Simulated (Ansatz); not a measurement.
# k-point convergence of GW for MoSeO (2H monolayer (Janus))

Aim: the G0W0 gap of MoSeO (2H monolayer (Janus)) on a series of meshes, at fixed bands and cutoff.

Program: Ansatz 0.2.0. Level of theory: G0W0 on LDA, plane waves, PAW; PAW set soft_1. Results are calculated unless marked as measured.

## Step 1: Starting point

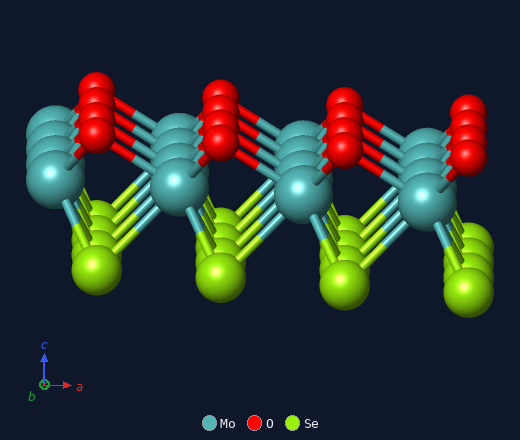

The cell as given, nearly edge on (molybdenum teal, oxygen red, selenium green). 4×4×1 cells are drawn.

The cell holds 3 atoms: 1 Mo, 1 O and 1 Se. Cell: a = 3.009 Å, b = 3.009 Å, c = 28.900 Å, α = 90.0°, β = 90.0°, γ = 120.0°. Vacuum lies along c.

The structure was relaxed with LDA. The runs that relaxed it are not among those shown. The Coulomb interaction is cut off across the vacuum.

## Step 2: The 3×3×1 mesh

Now the one-shot GW correction: screening in the RPA, then the self-energy of the levels asked for. This step takes PAW set soft_1 files.

input.yaml

```yaml
crystal:
  lattice:
    - [3.0092173086, 0.0, 0.0]
    - [-1.5046086543, 2.6060586348, 0.0]
    - [0.0, 0.0, 28.9]
  atoms:
    - { symbol: Mo, position: [0.3333333333, 0.6666666667, 0.5115069025] }
    - { symbol: O, position: [0.6666666667, 0.3333333333, 0.5492521945] }
    - { symbol: Se, position: [0.6666666667, 0.3333333333, 0.4507478055] }
  periodic: [true, true, false]
kpoints:
  mp_grid: { grid: [3, 3, 1] }
hamiltonian:
  xc: lda
  pseudopotentials: { kind: paw, azcp: { folder: soft_1 }, xc_functional: pbe }
scf:
  occupations: { method: fixed }
gw:
  n_empty_bands: 204
  ecut_chi: 54.0
  qp_bands: [v2, c2]
  qp_kpoints: band_edges
  screening: { model: contour_deformation }
```

Run with:

```bash
$ ansatz run input.yaml --threads 4 --pin off --max-ram 17510MiB --backend cpu --events-out ev --progress --plain --runs-dir out
```

Numbers of over 12 decimals in the logs are rounded to 6 here.

Log:

```text
Engine: ansatz 0.2.0, aarch64-unknown-linux-gnu
Pseudopotentials: kind: paw
Pseudopotential: Mo, paw, valence charge 14, recommended cutoff 420 eV (normal), soft_1/Mo.paw.azcp
Pseudopotential: O, paw, valence charge 6, recommended cutoff 420 eV (normal), soft_1/O.paw.azcp
Pseudopotential: Se, paw, valence charge 16, recommended cutoff 420 eV (normal), soft_1/Se.paw.azcp
Functional definition: SPW92
  exchange = slater_x
  correlation = pw_c
Crystal: 3 atoms, lattice volume = 226.639 Å³
Basis set: ecut = 420 eV, 4309 PW (Γ)
Bands: 22, of which v1, the nominal top of the filled ones, is band 18 counted from 1 (17 counted from 0)
Symmetry: 6 space group operations
Space group: P3m1 (ITA 156), of the structure as read, at distance tolerance 6.1e-5 Å
k-points: 3 of 9 (time reversal used)
Non-local potential: Mo, projectors of the file, l = 0: 3, l = 1: 2, l = 2: 2, l = 3: 1
Non-local potential: O, projectors of the file, l = 0: 2, l = 1: 2, l = 2: 1
Non-local potential: Se, projectors of the file, l = 0: 2, l = 1: 2, l = 2: 3, l = 3: 1
PAW form: soft (Blöchl's): semilocal exchange-correlation on the pseudo side does not see the compensation charge
PAW frozen core: Mo, regenerated for the run's functional, and the local potential with it (the file was generated under x = pbe(κ = 0.804, μ = 0.219515), c = pbe(β = 0.066725))
PAW frozen core: O, regenerated for the run's functional, and the local potential with it (the file was generated under x = pbe(κ = 0.804, μ = 0.219515), c = pbe(β = 0.066725))
PAW frozen core: Se, regenerated for the run's functional, and the local potential with it (the file was generated under x = pbe(κ = 0.804, μ = 0.219515), c = pbe(β = 0.066725))
PAW one-centre angular grid: Mo, 590 points (default); XC on 64 Gauss nodes
PAW one-centre angular grid: O, 110 points (default); XC on 64 Gauss nodes
PAW one-centre angular grid: Se, 590 points (default); XC on 64 Gauss nodes
Initial density: superposition of atomic densities (neutral atoms: chi_scale 0, normalization atom)
Initial wavefunctions: pseudopotential atomic-orbital guess
Functional: x = slater, c = lda
SCF iter   1: F=—  HF=-10785.265280 eV  |F-HF|=—  |Δ(HF+E_count)|=         —  Δρ=6.45e-2  dr2=1.18e1  ethr=3.10e-3  ⟨swp⟩=7.3  Hψ=387  notcnv=0  defer=6
preconditioner: auto → Resta (q_TF=auto, 2.008 Å⁻¹)  ε∞=1.9  [insulator: Δε(μ)=2.110 eV  Ē_g=10.946 eV  n_scr=18 (ndim 8)  ℏωp=10.5 eV  f_vac=0.775  ε∞_Penn≈1.9  vacuum switching on, ρ_ref=8.7e-3 e/Å³]
SCF iter   2: F=—  HF=-10784.327588 eV  |F-HF|=—  |Δ(HF+E_count)|=   9.38e-1  Δρ=7.17e-2  dr2=1.57e1  ethr=3.10e-3  ⟨swp⟩=5.0  Hψ=228  notcnv=0  defer=4
SCF iter   3: F=—  HF=-10782.623013 eV  |F-HF|=—  |Δ(HF+E_count)|=    1.70e0  Δρ=1.53e-2  dr2=1.27e0  ethr=3.10e-3  ⟨swp⟩=5.0  Hψ=184  notcnv=0  defer=6
SCF iter   4: F=—  HF=-10782.486575 eV  |F-HF|=—  |Δ(HF+E_count)|=   1.36e-1  Δρ=1.08e-2  dr2=5.89e-1  ethr=3.10e-3  ⟨swp⟩=3.3  Hψ=115  notcnv=0  defer=6
SCF iter   5: F=—  HF=-10782.422647 eV  |F-HF|=—  |Δ(HF+E_count)|=   6.39e-2  Δρ=5.63e-3  dr2=4.35e-2  ethr=1.63e-3  ⟨swp⟩=3.0  Hψ=110  notcnv=0  defer=6
SCF iter   6: F=—  HF=-10782.414566 eV  |F-HF|=—  |Δ(HF+E_count)|=   8.08e-3  Δρ=1.23e-3  dr2=2.06e-3  ethr=1.21e-4  ⟨swp⟩=3.3  Hψ=143  notcnv=0  defer=6
SCF iter   7: F=—  HF=-10782.414405 eV  |F-HF|=—  |Δ(HF+E_count)|=   1.61e-4  Δρ=3.55e-4  dr2=2.21e-4  ethr=5.72e-6  ⟨swp⟩=3.3  Hψ=143  notcnv=0  defer=6
SCF iter   8: F=—  HF=-10782.414390 eV  |F-HF|=—  |Δ(HF+E_count)|=   1.54e-5  Δρ=8.70e-5  dr2=1.25e-5  ethr=6.15e-7  ⟨swp⟩=3.7  Hψ=120  notcnv=0  defer=6
SCF iter   9: F=—  HF=-10782.414396 eV  |F-HF|=—  |Δ(HF+E_count)|=   6.56e-6  Δρ=2.30e-5  dr2=2.53e-6  ethr=3.47e-8  ⟨swp⟩=3.7  Hψ=146  notcnv=0  defer=6
SCF iter  10: F=—  HF=-10782.414396 eV  |F-HF|=—  |Δ(HF+E_count)|=   3.73e-8  Δρ=7.20e-6  dr2=1.52e-7  ethr=7.02e-9  ⟨swp⟩=3.7  Hψ=133  notcnv=0  defer=6
SCF iter  11: F=-10782.414396 eV  HF=-10782.414396 eV  |F-HF|=2.91e-11  |Δ(HF+E_count)|=   7.53e-9  Δρ=1.44e-6  dr2=5.99e-9  ethr=2.78e-10  ⟨swp⟩=12.0  Hψ=423  notcnv=0
SCF 1 converged in 11 iterations: F = -10782.414396 eV  dr2 = 5.99e-9
[...]
NSCF: frozen V_eff on 3 k-points
G₀W₀ screening: q 1/3
[... further progress lines ...]
NSCF: frozen V_eff on 1 k-points
SCF converged after 11 iterations
Free energy (F): -10782.414396 eV
Harris-Foulkes:  -10782.414396 eV  (|F-HF|=2.91e-11)
Internal energy: -10782.414396 eV  (E = F + TS)
E sigma→0 (E₀):  -10782.414396 eV
Fermi energy:    -5.483828 eV
--- Per-component energies (eV) ---
  E_band       = -1147.378388
  E_kinetic    = 703.027983
  E_local      = -90987.008089  (includes V_loc(G=0)·N_el)
  E_nonlocal   = -143.589071
  E_hartree    = 45040.823503
  E_xc         = -331.235495
  E_vxc        = -401.530532  (∫ρ·V_xc dr)
  E_paw        = -5296.154741  (= ΣΔE_a)
  E_vpaw       = -399.914655  (= ΣTr[D̂ρ^β])
  E_aug_tail   = 0.000448  (compensation charges beyond the density's cutoff)
  E_ewald      = 40228.933969
  E_core_change = 2.787097  (= ΣΔE_core)
  E_smearing   = -0.000000  (= −TS)
  E_closure    = 0.000000  (closes the sum)
  Σ components = -10782.414396   (vs F -10782.414396, Δ=0.00e0)
--- Band table (eV) ---
  k-point 0: bands = [... 14 lower, -9.5039, -7.2156, -7.2156, -5.4838, -3.3242, -3.3242, -2.4388, -2.4388]
  k-point 1: bands = [... 14 lower, -10.4094, -8.6932, -7.5073, -6.8794, -4.2718, -3.5452, -2.5351, -1.7150]
  k-point 2: bands = [... 14 lower, -10.4654, -9.7462, -8.6301, -6.6844, -4.5954, -3.1814, -2.1804, -1.7316]
--- G₀W₀: contour deformation, 7 samples at zero and on the imaginary axis and 1 off it, 9 q-points, 204 empty bands' worth ---
  eigenvalues of the whole cell's RPA ε∞ on this k-mesh (on a slab, of 1 + 4πα/V) = 1.1530, 3.9576, 3.9576; static W/v taken at q = 0 is 0.455213
  gw.qp_kpoints: band_edges: 3 of 3 stored k-points solved, in 1 pass; an edge of the gap read off the rows below is read off those points alone
    ik  band        ε_KS         Σx   Σc(E_QP)       V_xc       Z   E_QP_lin       E_QP  E_QP is
     0    17     -7.2156   -21.2709     1.7205   -20.0051  0.7085    -6.7675    -6.7610  root
     0    18     -5.4838   -21.5849     1.8866   -20.0724  0.7034    -5.1127    -5.1098  root
     0    19     -3.3242   -16.4439    -4.3830   -22.0171  0.7000    -2.0781    -2.1341  root
     0    20     -3.3242   -16.4439    -4.3830   -22.0171  0.7000    -2.0781    -2.1341  root
     1    17     -7.5073   -20.4035     2.0586   -18.6607  0.7141    -7.1948    -7.1915  root
     1    18     -6.8794   -21.2559     2.1615   -19.4242  0.7018    -6.5526    -6.5496  root
     1    19     -4.2718   -14.4803    -3.9902   -19.4393  0.7139    -3.2627    -3.3029  root
     1    20     -3.5452   -16.0947    -4.2720   -21.5029  0.6962    -2.3702    -2.4090  root
     2    17     -8.6301   -22.4413     3.6013   -19.0052  0.6880    -8.4657    -8.4649  root
     2    18     -6.6844   -20.1275     1.3128   -19.2409  0.7129    -6.2625    -6.2582  root
     2    19     -4.5954   -15.7134    -4.2684   -21.0655  0.6997    -3.4505    -3.5118  root
     2    20     -3.1814   -14.6871    -4.2202   -19.9155  0.7094    -2.1361    -2.1732  root
```

Wall time 14 s (4 threads of Arm Neoverse V1, shared host); peak memory 1.1 GiB; 50 s of CPU time.

The column dr2 measures how far the density is from self-consistency, as an energy; F and HF (Harris–Foulkes) agree once it is small.

Numbers from this step:

| Property | Result |
| --- | --- |
| bands summed | 222 |
| plane waves in the screening matrix | 197 |
| q-points in the mesh | 9 |
| G0W0 gap on the mesh | 1.598 eV |
| k of the valence top | 0, 0, 0 |
| k of the conduction bottom | 0.3333, 0.3333, 0 |
| starting gap on the mesh | 0.8884 eV |
| Z at the valence top | 0.7034 |
| Z at the conduction bottom | 0.6997 |
| least direct G0W0 gap on the computed points | 2.746 eV |

The gap on the mesh goes from 0.89 eV to 1.60 eV, a correction of +0.71 eV. Between the two edge states, bare exchange in place of the xc potential would open the gap by 6.86 eV, and correlation takes back 6.15 eV.

## Step 3: The 6×6×1 mesh

Only the mesh changes. It samples the long-range screening, which converges on its own terms.

Edit input.yaml of step 2 so:

```diff
@@ -11,3 +11,3 @@
 kpoints:
-  mp_grid: { grid: [3, 3, 1] }
+  mp_grid: { grid: [6, 6, 1] }
 hamiltonian:
```

Log:

```text
[...]
Crystal: 3 atoms, lattice volume = 226.639 Å³
Basis set: ecut = 420 eV, 4309 PW (Γ)
Bands: 22, of which v1, the nominal top of the filled ones, is band 18 counted from 1 (17 counted from 0)
[... 1 set-up line as in the run before ...]
[...]
k-points: 7 of 36 (time reversal used)
[...]
SCF iter   1: F=—  HF=-10785.305940 eV  |F-HF|=—  |Δ(HF+E_count)|=         —  Δρ=6.52e-2  dr2=1.19e1  ethr=3.10e-3  ⟨swp⟩=7.6  Hψ=924  notcnv=0  defer=14
[...]
SCF iter  11: F=-10782.376968 eV  HF=-10782.376968 eV  |F-HF|=2.52e-8  |Δ(HF+E_count)|=   1.00e-8  Δρ=2.31e-6  dr2=2.98e-8  ethr=2.78e-10  ⟨swp⟩=10.9  Hψ=901  notcnv=0
SCF 1 converged in 11 iterations: F = -10782.376968 eV  dr2 = 2.98e-8
[...]
NSCF: frozen V_eff on 7 k-points
G₀W₀ screening: q 1/7
[... further progress lines ...]
SCF converged after 11 iterations
Free energy (F): -10782.376968 eV
[...]
0    17     -7.2311   -21.1055     1.4206   -20.0726  0.7210    -6.8469    -6.8433  root
     0    18     -5.5031   -21.1638     1.4464   -20.0705  0.7153    -5.1521    -5.1500  root
     0    19     -3.3495   -16.7219    -4.1027   -22.0518  0.7089    -2.0662    -2.1224  root
     0    20     -3.3495   -16.7219    -4.1027   -22.0518  0.7089    -2.0662    -2.1224  root
     1    17     -7.5086   -20.5769     1.4731   -19.4355  0.7208    -7.1795    -7.1769  root
     1    18     -6.0261   -21.8720     1.7780   -20.4602  0.7123    -5.6626    -5.6599  root
     1    19     -3.8789   -14.3613    -3.7618   -19.2211  0.7300    -2.7356    -2.7809  root
     1    20     -3.2940   -16.4337    -3.8095   -21.4028  0.7100    -2.0798    -2.1344  root
[...]
6    17     -8.5989   -22.4185     3.4981   -18.9880  0.6917    -8.5314    -8.5312  root
     6    18     -6.7435   -19.8383     0.9534   -19.2830  0.7219    -6.3486    -6.3453  root
     6    19     -4.6234   -16.1670    -3.7586   -21.0827  0.7166    -3.4186    -3.4663  root
     6    20     -3.1794   -14.6817    -4.1328   -19.9253  0.7139    -2.0254    -2.0686  root
[key lines of the parts left out:]
Fermi energy:    -5.503126 eV
```

Elapsed: 52 s, on 4 threads; peak memory 1.5 GiB.

This step gave:

| Item | Value |
| --- | --- |
| bands summed | 222 |
| plane waves in the screening matrix | 197 |
| q-points in the mesh | 36 |
| G0W0 gap on the mesh | 1.684 eV |
| k of the valence top | 0, 0, 0 |
| k of the conduction bottom | 0.3333, 0.3333, 0 |
| starting gap on the mesh | 0.8797 eV |
| Z at the valence top | 0.7153 |
| Z at the conduction bottom | 0.7166 |
| least direct G0W0 gap on the computed points | 2.879 eV |

Against the run with 3×3×1 mesh, 204 empty bands, screening to 54 eV, PAW set soft_1 files, the gap moves by +0.09 eV.

## Step 4: The 9×9×1 mesh

Edit input.yaml of step 3 so:

```diff
@@ -11,3 +11,3 @@
 kpoints:
-  mp_grid: { grid: [6, 6, 1] }
+  mp_grid: { grid: [9, 9, 1] }
 hamiltonian:
```

Log:

```text
[...]
Crystal: 3 atoms, lattice volume = 226.639 Å³
Basis set: ecut = 420 eV, 4309 PW (Γ)
Bands: 22, of which v1, the nominal top of the filled ones, is band 18 counted from 1 (17 counted from 0)
[... 1 set-up line as in the run before ...]
[...]
k-points: 12 of 81 (time reversal used)
[...]
1    20     -3.2543   -16.7961    -3.9447   -21.9369  0.7071    -1.9995    -2.0583  root
[...]
11    17     -8.5994   -22.4299     3.4988   -18.9897  0.6900    -8.5409    -8.5409  root
    11    18     -6.7448   -19.7948     0.9127   -19.2830  0.7228    -6.3469    -6.3439  root
    11    19     -4.6245   -16.2076    -3.7173   -21.0827  0.7174    -3.4196    -3.4667  root
    11    20     -3.1804   -14.6771    -4.1330   -19.9252  0.7136    -2.0177    -2.0653  root
[key lines of the parts left out:]
SCF converged after 11 iterations
Free energy (F): -10782.376131 eV
Fermi energy:    -5.503433 eV
```

Run time: 2.8 min. Hardware: 4 threads; peak memory 1.5 GiB; 11 min of CPU time.

This step gave:

```yaml
bands_summed: 222
plane_waves_in_the_screening_matrix: 197
g0w0_gap_on_the_mesh: 1.683 eV
k_of_the_valence_top: 0, 0, 0
k_of_the_conduction_bottom: 0.3333, 0.3333, 0
starting_gap_on_the_mesh: 0.8789 eV
least_direct_g0w0_gap_on_the_computed_points: 2.877 eV
```

Against the run with 6×6×1 mesh, 204 empty bands, screening to 54 eV, PAW set soft_1 files, the gap moves by −0.001 eV.

## Step 5: The meshes together

Times are wall times on 4 threads of Arm Neoverse V1, shared host, good to a factor of about two.

```tsv
mesh	points	irreducible	start (eV)	G0W0 (eV)	shift (eV)	mean of 1 + 4πα/V (set by the cell height)	time
3×3×1	9	3	0.888	1.598	+0.710	3.02	14 s
6×6×1	36	7	0.880	1.684	+0.804	2.98	52 s
9×9×1	81	12	0.879	1.683	+0.804	3.00	2.8 min
```

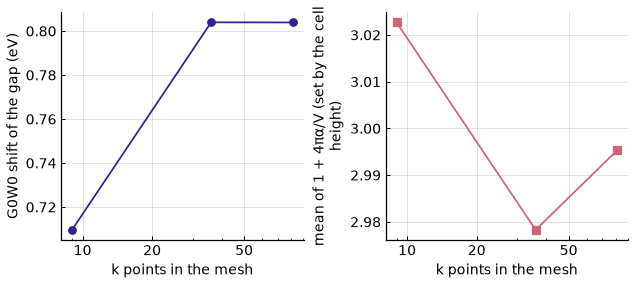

Shift and screening against the mesh.

## Step 6: Outcome

* 3×3×1: 1.598 eV (shift +0.710)
* 6×6×1: 1.684 eV (shift +0.804)
* 9×9×1: 1.683 eV (shift +0.804)
* settings: LDA start, 204 empty bands, 54 eV

The shift is +0.71 eV on 3×3×1 and +0.80 eV on 9×9×1; the last step moves it by +0.000 eV. The mean of 1 + 4πα/V (set by the cell height) ranges from 2.98 to 3.02 and ends at 3.00. From 9 to 81 points the time grows 12-fold. Bands and cutoff are modest here, so the values stand off the basis limit. The mesh in the plane is coarse for a sheet; gap and any exciton binding can still move on denser ones. The many-body steps are scalar-relativistic: spin-orbit coupling is not in them.

[Paths, hosts, dates, memory and timing lines, banners, echoed tables and standing remarks are left out of the program output.]

[Logs are printed without paths, hosts, clocks, repeated set-up lines and the standing remarks that a program may print on its own settings, such as how far it seeks lower states.]

[Runs of the session that timed out or met a known fault of the program may be left out.]

[Cells called generated may have been cut or substituted from an entry of the Crystallography Open Database or the Materials Project.]

[Hosts, paths, dates, database ids (printed as entryN), source tags and the programs' standing remarks are cut or masked in the printed files.]
